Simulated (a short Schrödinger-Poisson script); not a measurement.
System: gated In0.52Al0.48As/In0.53Ga0.47As δ-doped gas in a quantum well, at 300 K.

```tsv
layer	material	thickness (nm)	Na (cm⁻³)
1	In0.52Al0.48As	30	-
2	In0.52Al0.48As	5	-
3	In0.53Ga0.47As	8	-
4	In0.52Al0.48As	4000	5e15
```

Constants are typed, rounded textbook-type inputs, not results; the design itself was drawn at random and stands for no fabricated device. In0.52Al0.48As: permittivity 12.5, conduction-band edge (eV) 0.52, gap (eV) 1.45, electron mass (mₑ) 0.075, Nv at 300 K (cm⁻³) 1.1e19. In0.53Ga0.47As: permittivity 13.9, conduction-band edge (eV) 0, gap (eV) 0.74, Nv at 300 K (cm⁻³) 7.7e18.

Channel valleys (confinement mass, in-plane density-of-states mass, number): Γ 0.041, 0.041, 1. At the gate the conduction-band edge of layer 1 lies 0.65 eV − eVg above the Fermi level of the channel; the field vanishes at the back. Sheet of ionised δ-doping: +3.8e12 e/cm² at 30 nm from the gate. The barrier under the gate holds no holes. Gaps are held at their typed values at every temperature. Mesh 0.08 nm at interfaces.

From a short Schrödinger-Poisson script (our own, NumPy): 1D Poisson equation in equilibrium, electrons quantum, Hartree (BenDaniel-Duke, 40 states a valley, the channel's in-plane mass for all, wave functions free to enter the barrier), parabolic valleys, classical holes, full ionisation, no traps, pinning or gate leakage.

Only gate voltages with over 1e8 electrons/cm² are shown.

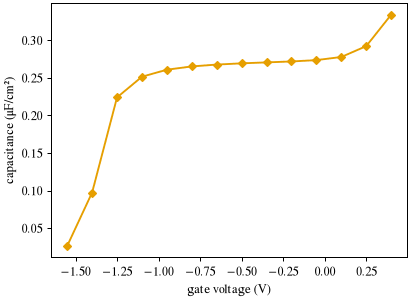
*Quasi-static capacitance against gate voltage*

| Vg (V) | electrons (cm⁻²) | in the channel layer | C (μF/cm²) | Γ E0 (meV) | Γ E1 (meV) |
|---|---|---|---|---|---|
| 0.4 | 2.94e12 | 2.65e12 | 0.334 | -159.4 | 28.5 |
| 0.25 | 2.65e12 | 2.47e12 | 0.292 | -149.4 | 47.2 |
| 0.1 | 2.39e12 | 2.26e12 | 0.278 | -136.8 | 62.2 |
| -0.05 | 2.13e12 | 2.02e12 | 0.274 | -122.9 | 77.2 |
| -0.2 | 1.88e12 | 1.79e12 | 0.272 | -108.6 | 92.4 |
| -0.35 | 1.63e12 | 1.55e12 | 0.271 | -93.9 | 107.9 |
| -0.5 | 1.38e12 | 1.31e12 | 0.269 | -78.9 | 123.6 |
| -0.65 | 1.13e12 | 1.08e12 | 0.268 | -63.5 | 139.8 |
| -0.8 | 8.78e11 | 8.42e11 | 0.265 | -47.4 | 156.7 |
| -0.95 | 6.34e11 | 6.08e11 | 0.261 | -29.9 | 175.0 |
| -1.1 | 3.96e11 | 3.80e11 | 0.251 | -9.5 | 196.3 |
| -1.25 | 1.74e11 | 1.68e11 | 0.224 | 18.8 | 225.5 |
| -1.4 | 1.96e10 | 1.89e10 | 0.0974 | 80.0 | 287.3 |
| -1.55 | 1.44e8 | 1.38e8 | 0.0262 | 207.7 | 415.0 |

Subbands count from the Fermi level.
